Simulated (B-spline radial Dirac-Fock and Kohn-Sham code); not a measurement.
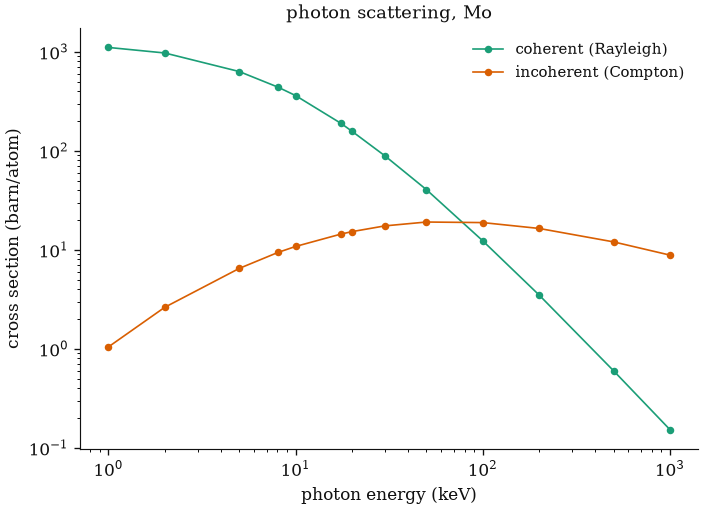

Coherent and incoherent photon scattering cross sections against photon energy, computed at the marked points and joined by straight lines. It refers to neutral molybdenum in the configuration [Kr] 4d5 5s1. Level of theory: Thomson × f² and Klein–Nishina × S on Dirac–Fock densities, without anomalous dispersion; calculated with a radial B-spline solver.

What are the two cross sections at 8.048 keV?

Answer. Coherent 440 b, incoherent 9.39 b.

Where does Compton scattering overtake Rayleigh scattering?

Answer. Between 50.0 keV and 100 keV.
